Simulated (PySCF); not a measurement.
# GeH2SeCl2 (SMILES [Cl][GeH]([Cl])[SeH]) at 6 levels

Wanted: a comparison of 6 runs (HF/6-31G**, HF/def2-SVP, B3LYP/6-31G*, PBE0/def2-SVP, MP2/def2-SVP) of GeH2SeCl2. The job is set up through a Python script.

Program for the calculation: PySCF 2.14.0.

## 1. The system as given

GeH2SeCl2 has 6 atoms, charge 0, and is taken as a singlet. SMILES: `[Cl][GeH]([Cl])[SeH]`. The coordinates come from a PBE0-D4/def2-TZVP relaxation. This is one conformer, not always the lowest.

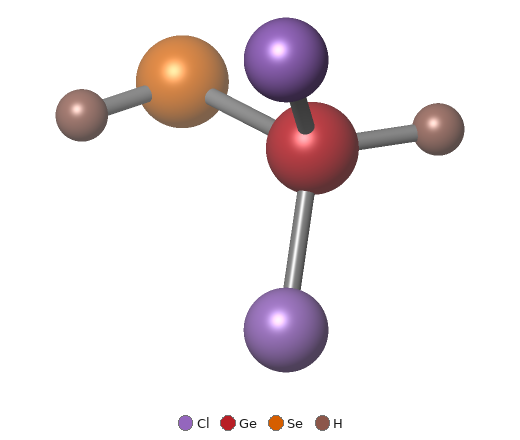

Viewed from a chosen angle; chlorine purple, germanium red, selenium orange, hydrogen brown.

## 2. Energy and gradient at HF/6-31G(d,p) (spherical functions) (run 1)

Input file calc.py:

```python
from pyscf import gto

molecule = gto.M(
    atom='''
Cl    -1.114200     0.281200    -1.881300
Ge    -0.376700    -0.418200     0.003700
Cl    -1.440300     0.686700     1.498300
Se     1.920700    -0.078400     0.184900
H     -0.704800    -1.904700     0.150200
H      1.757400     1.369500    -0.002000
''',
    basis='6-31g**',
    max_memory=1860,
    verbose=4,
)

calc0 = molecule.RHF()
calc0.conv_tol = 1e-10
calc0.kernel()
if not calc0.converged:
    calc0 = calc0.newton().run(calc0.mo_coeff, calc0.mo_occ)

e_final = calc0.e_tot
print('E = %.10f Eh' % e_final)
grad = calc0.nuc_grad_method().kernel()
calc0.analyze()
```

The run is started by

```
$ OMP_NUM_THREADS=1 python calc.py
```

Output:

```text
PySCF version 2.14.0

[... 94 lines left out ...]
MO #10  energy= -46.3677912949209  occ= 2
[... 19 lines left out ...]
MO #30  energy= -2.64959714779304  occ= 2
[... 19 lines left out ...]
MO #50  energy= -0.432830858083266 occ= 2
[... 19 lines left out ...]
MO #70  energy= 0.661860793230106  occ= 0
[... 19 lines left out ...]
MO #90  energy= 1.26734148736932   occ= 0
[... 19 lines left out ...]
MO #110 energy= 4.98775605660691   occ= 0
[... 119 lines left out ...]
Dipole moment(X, Y, Z, Debye):  1.11894, -1.01548,  0.23171
```

Wall time 37 s (1 thread of Intel Xeon at 2.70GHz, shared host); peak memory 0.27 GiB.

## 3. Energy and gradient at HF/def2-SVP (run 2)

Input file input.py:

```python
from pyscf import gto

mol = gto.Mole()
mol.atom = '''
Cl    -2.105533     0.531391    -3.555142
Ge    -0.711860    -0.790283     0.006992
Cl    -2.721773     1.297675     2.831377
Se     3.629597    -0.148155     0.349410
H     -1.331879    -3.599361     0.283837
H      3.321005     2.587980    -0.003779
'''
mol.unit = 'bohr'
mol.max_memory = 1860
mol.basis = 'def2-svp'
mol.verbose = 3
mol.build()

myscf = mol.RHF()
myscf.conv_tol = 1e-10
myscf.kernel()
if not myscf.converged:
    myscf = myscf.newton().run(myscf.mo_coeff, myscf.mo_occ)

energy = myscf.e_tot
print('E = %.10f Eh' % energy)
grad = myscf.nuc_grad_method().kernel()
myscf.analyze()
```

The run is started by

```
$ OMP_NUM_THREADS=1 python input.py
```

Output:

```text
converged SCF energy = -5394.64082000943
[... 25 lines left out ...]
MO #15  energy= -8.92348185067132  occ= 2
[... 18 lines left out ...]
MO #34  energy= -1.73089187673191  occ= 2
[... 18 lines left out ...]
MO #53  energy= 0.12750174106506   occ= 0
[... 18 lines left out ...]
MO #72  energy= 0.809399239437241  occ= 0
[... 18 lines left out ...]
MO #91  energy= 1.32383799403701   occ= 0
[... 18 lines left out ...]
MO #110 energy= 3.76305307869562   occ= 0
[... 7 lines left out ...]
Dipole moment(X, Y, Z, Debye):  0.97990, -0.77346,  0.18926
```

It took 28 s on 1 thread of Intel Xeon at 2.70GHz, shared host; peak memory 0.26 GiB.

Runs 3 to 4 aren't shown in full; the table further down has their settings and results.

## 4. Energy and gradient at B3LYP/6-31G(d) (Cartesian functions) (run 5)

Input file input.py:

```python
# [Cl][GeH]([Cl])[SeH]
import pyscf.grad
from pyscf import gto, dft

mol = gto.M(
    atom='''
Cl    -2.105533     0.531391    -3.555142
Ge    -0.711860    -0.790283     0.006992
Cl    -2.721773     1.297675     2.831377
Se     3.629597    -0.148155     0.349410
H     -1.331879    -3.599361     0.283837
H      3.321005     2.587980    -0.003779
''',
    spin=0,
    verbose=4,
    charge=0,
    max_memory=1860,
    unit='bohr',
    cart=True,
    basis='6-31g*',
)

calc0 = dft.RKS(mol, xc='b3lyp')
calc0.conv_tol = 1e-10
calc0.grids.level = 5
calc0.kernel()
if not calc0.converged:
    calc0 = calc0.newton().run(calc0.mo_coeff, calc0.mo_occ)

e_tot = calc0.e_tot
print('E(%s) = %.9f' % ('B3LYP', e_tot))
grad = calc0.Gradients().kernel()
calc0.analyze()
```

The run is started by

```
$ OMP_NUM_THREADS=1 python input.py
```

Output:

```text
PySCF version 2.14.0

[... 105 lines left out ...]
MO #7   energy= -52.178618844623   occ= 2
[... 20 lines left out ...]
MO #28  energy= -4.48528156964089  occ= 2
[... 20 lines left out ...]
MO #49  energy= -0.326199291878902 occ= 2
[... 20 lines left out ...]
MO #70  energy= 0.473876128634332  occ= 0
[... 20 lines left out ...]
MO #91  energy= 1.01791706632512   occ= 0
[... 20 lines left out ...]
MO #112 energy= 89.718799590188    occ= 0
[... 121 lines left out ...]
Dipole moment(X, Y, Z, Debye):  1.12030, -0.79264,  0.20501
```

It took 61 s on 1 thread of Intel Xeon at 2.70GHz, shared host; peak memory 1.1 GiB.

## 5. Energy and forces at MP2/def2-SVP (run 6)

Input file job.py:

```python
# [Cl][GeH]([Cl])[SeH]
import pyscf.grad
from pyscf import gto, mp

mol = gto.Mole()
mol.atom = '''
Cl  -1.114200   0.281200  -1.881300
Ge  -0.376700  -0.418200   0.003700
Cl  -1.440300   0.686700   1.498300
Se   1.920700  -0.078400   0.184900
H   -0.704800  -1.904700   0.150200
H    1.757400   1.369500  -0.002000
'''
mol.verbose = 4
mol.charge = 0
mol.basis = 'def2-svp'
mol.max_memory = 1860
mol.build()

myscf = mol.RHF()
myscf.conv_tol = 1e-10
myscf.kernel()
if not myscf.converged:
    myscf = myscf.newton().run(myscf.mo_coeff, myscf.mo_occ)

pt = mp.MP2(myscf, frozen=28).run()
energy = pt.e_tot
print('E(%s) = %.9f' % ('MP2', energy))
grad = pt.Gradients().kernel()
dip = myscf.dip_moment()
pop, q = myscf.mulliken_pop()
```

The run is started by

```
$ OMP_NUM_THREADS=1 python job.py
```

Output:

```text
PySCF version 2.14.0

[... 62 lines left out ...]
converged SCF energy = -5394.64082001149
[... 18 lines left out ...]
Dipole moment(X, Y, Z, Debye):  0.97990, -0.77346,  0.18926
[... 117 lines left out ...]
charge of    5H =      0.07576
```

Wall time 33 s (1 thread of Intel Xeon at 2.70GHz, shared host); peak memory 1.4 GiB.

## 6. The series

| run | level | integration grid | Cartesian functions | energy (Eh) | dipole moment (D) of the reference | HOMO energy (eV) | LUMO energy (eV) | wall time |
| --- | --- | --- | --- | --- | --- | --- | --- | --- |
| 1 | HF/6-31G** (spherical functions) | – | no | -5394.857654 | 1.53 | -10.32 | 2.16 | 37 s |
| 2 | HF/def2-SVP | – | no | -5394.640820 | 1.26 | -10.26 | 2.57 | 28 s |
| 3 | B3LYP/6-31G* (spherical functions) | 5 | no | -5399.748284 | 1.39 | -7.34 | -1.79 | 65 s |
| 4 | PBE0/def2-SVP | 5 | no | -5398.580810 | 1.17 | -7.56 | -1.28 | 60 s |
| 5 | B3LYP/6-31G* (Cartesian functions) | 5 | yes | -5399.767126 | 1.39 | -7.34 | -1.83 | 61 s |
| 6 | MP2/def2-SVP | – | no | -5395.365013 | 1.26 | -10.26 | 2.57 | 33 s |

## 7. Summary of results

| quantity | value |
| --- | --- |
| run 6: total energy | -5395.36501 Eh |
| run 6: dipole moment (Hartree–Fock density) | 1.26 D |
| run 6: HOMO energy (Hartree–Fock orbitals) | -10.26 eV |
| run 6: LUMO energy (Hartree–Fock orbitals) | 2.57 eV |
| run 6: HOMO–LUMO gap (Hartree–Fock orbitals) | 12.82 eV |
| run 6: correlation energy (28 core orbitals frozen) | -724.2 mEh |
| run 6: largest force on an atom | 0.243 eV/Å |

Over runs 1, 2, 3, 4, 5 the dipole moment (its size) runs from 1.17 D (PBE0/def2-SVP) to 1.53 D (HF/6-31G**). The two ends differ in method and basis. Over runs 1, 2, 3, 4, 5 the HOMO–LUMO gap runs from 5.52 eV (B3LYP/6-31G*) to 12.82 eV (HF/def2-SVP). Totals of different functionals can't be ranked against each other. All runs together took 4.7 min, the longest 65 s.
